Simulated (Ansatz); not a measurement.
Consider H₅PSi···CH₄.

```
atom    x (Å)    y (Å)    z (Å)
  Si  -0.7908   0.3134  -1.0736
   C   0.3055  -0.3063   3.6637
   H   0.7324  -0.6690   4.6024
   H   0.6976  -0.9006   2.8336
   H   0.5766   0.7430   3.5220
   H   0.3012   0.9920  -0.3279
   H  -0.7815   0.7976  -2.4791
   H  -0.5357  -1.1527  -1.0705
   P  -2.7746   0.9182  -0.1298
   H  -3.5489  -0.0617  -0.8169
   H  -2.6150   0.1101   1.0334
   H  -0.7830  -0.4010   3.7001
```

Computed with RKS B3LYP/6-31G* in Ansatz.

### What can the converged electron density and electron localisation function tell about the bonding?

C–H (1.09 Å): the density is about 1.9 e/Å³ at the midpoint; the ELF climbs to about 1 towards the hydrogen, as it does in any bond to H: a covalent bond by its length.

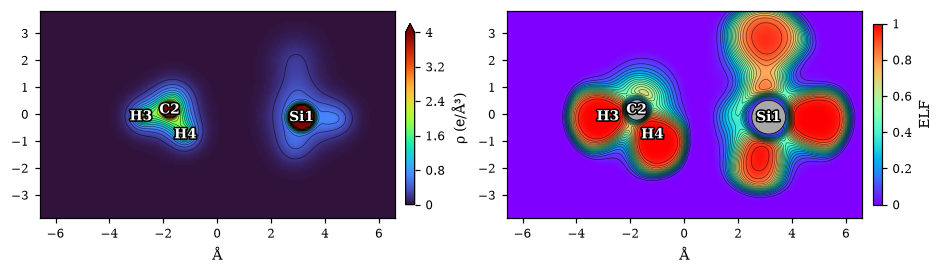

Computed electron density and electron localisation function on the plane of atoms H3, C2 and H4, in this order. Grey discs cover the atomic cores in the ELF map. 
